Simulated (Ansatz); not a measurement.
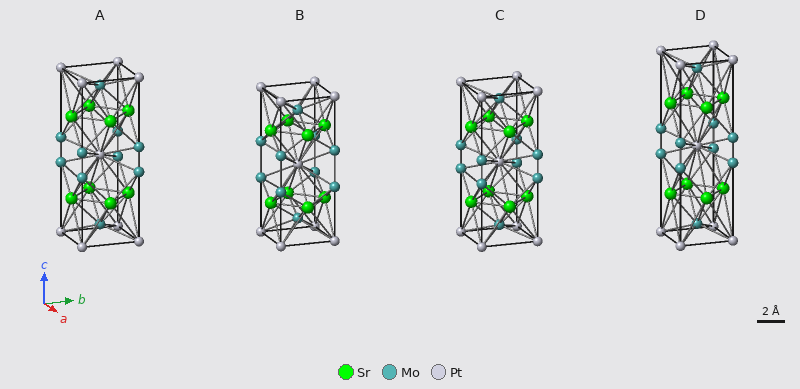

4 geometries from one relaxation of crystalline Sr$_{2}$Mo$_{2}$Pt (built on the ThCr2Si2 type) (coarse preliminary run), in shuffled order. The picture is a ball-and-stick view of the conventional cell (2 times the calculation's cell), seen slightly off an axis. Lengths and directions refer to the drawn axes.

Case: ThCr2Si2 type (I4/mmm, No. 139).

Level of theory: DFT PBE, scalar-relativistic, plane waves, PAW (Ansatz 0.2.0). Set-up: plane-wave cutoff 420 eV; k-point mesh 6 × 6 × 6; occupations gaussian; smearing width 0.1 eV; no spin polarisation; cell and atoms relaxed; force threshold 0.04 eV/Å; at most 70 steps.

### Order the frames from highest to lowest energy.

B, C, A, D. They are steps 0, 3, 5, 14, at +6.261 eV per cell of the calculation, +1.106 eV per cell of the calculation, +0.301 eV per cell of the calculation relative to the last. After 12 accepted moves (14 points after the start) the energy has fallen by 6.261 eV per cell of the calculation. Largest force component: 6.4 eV/Å at the start, 0.0026 eV/Å at the end. The pressure goes from 5.99 to −0.02 GPa. The SCF was repeated twice at an unchanged geometry on a basis and grid sized afresh for the cell, which shifted the energy by 53.0 meV per cell of the calculation at most. The largest moves relative to the cell, 0.80 Å, are those of Mo atoms. Sr and Pt stay in place. The volume changes by +19.5 %, with a = b 4.345 → 4.245 Å (−2.3 %), c 11.400 → 14.266 Å (+25.1 %). Near-neighbour distances that change, for instance: Mo–Mo 2.873 → 1.992 Å, Mo–Sr 2.592 → 3.334 Å, Pt–Sr 3.584 → 4.150 Å, Mo–Pt 3.392 → 3.163 Å. The space group stays I4/mmm (No. 139). Cost: 2.3 min on 1 thread of Arm Neoverse V1, on a shared host, peak memory 0.46 GiB.
